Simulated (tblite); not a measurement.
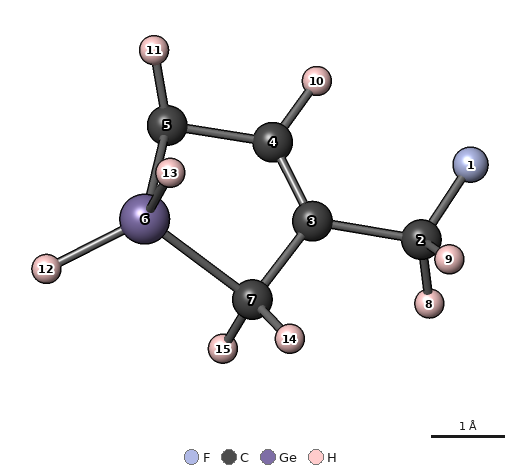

C5H8FGe (multiplicity 2), before the relaxation. A ball-and-stick model, seen at a tilt.

Computed with tblite 0.8.0, GFN2-xTB geometry optimisation, gas phase.

```xyz
15

F     2.4899    1.3190    0.9134
C     2.0655    0.1936    0.3002
C     0.5755    0.1965   -0.0375
C    -0.1774    1.1994    0.2188
C    -1.6181    1.1821   -0.1091
Ge   -1.8487   -0.7794   -0.1709
C     0.0186   -0.9980   -0.7161
H     2.6079    0.0884   -0.6543
H     2.2588   -0.7182    0.9072
H     0.2197    2.1211    0.7427
H    -2.1971    1.6286    0.7181
H    -2.8498   -1.2383   -1.2163
H    -2.0629   -1.3397    1.2497
H     0.4619   -1.9481   -0.3525
H     0.0517   -0.8991   -1.8154
```

Question: Predict the outcome.

Answer: After 69 geometry steps the energy has fallen by 1.120 eV. The atom that moves furthest after the best rigid fit is H13 (0.88 Å). Largest moves by element: H 0.88 Å, C 0.55 Å, F 0.39 Å, Ge 0.13 Å. Among the contacts that change: C3–C4 1.280 → 1.378 Å, C4–C5 1.478 → 1.384 Å, C4–H10 1.132 → 1.081 Å, C5–Ge6 1.976 → 1.926 Å. Bond angles that change, for instance: Ge6–C5–H11 111.3° → 129.4°, C4–C5–Ge6 97.6° → 109.4°, C4–C5–H11 109.9° → 121.2°.

History of the run:

```tsv
step	E − E(0), eV
0	0.0000
1	-0.3443
2	-0.5295
3	-0.7017
4	-0.7972
5	-0.9038
6	-0.9312
7	-0.9699
8	-0.9896
9	-1.0040
10	-1.0136
13	-1.0428
16	-1.0585
19	-1.0657
22	-1.0713
26	-1.0754
29	-1.0779
32	-1.0819
35	-1.0865
38	-1.0960
41	-1.1030
44	-1.1074
47	-1.1106
50	-1.1136
53	-1.1160
57	-1.1180
60	-1.1190
63	-1.1193
66	-1.1195
69	-1.1196
```

Final geometry:

```xyz
15

F     2.5724    1.4504    0.5602
C     2.1147    0.2595    0.0566
C     0.6277    0.1722    0.0592
C    -0.1984    1.1976    0.4646
C    -1.5690    1.0105    0.4101
Ge   -1.9462   -0.7569   -0.2569
C     0.0059   -1.0994   -0.4214
H     2.5151    0.1766   -0.9654
H     2.5639   -0.5354    0.6704
H     0.2331    2.1247    0.8152
H    -2.2494    1.7857    0.7143
H    -2.6953   -0.8354   -1.5609
H    -2.6527   -1.6897    0.6912
H     0.3497   -1.9401    0.1856
H     0.3240   -1.3123   -1.4449
```

After the run, drawn alike:

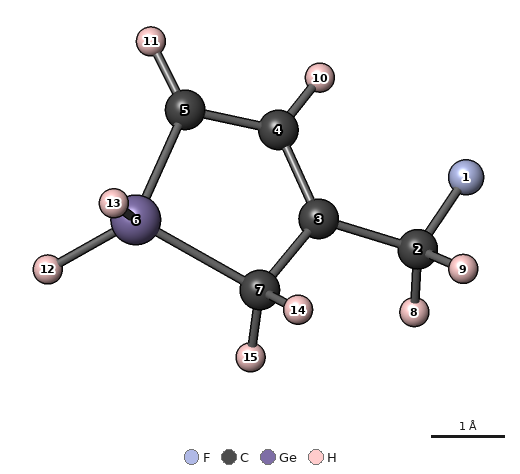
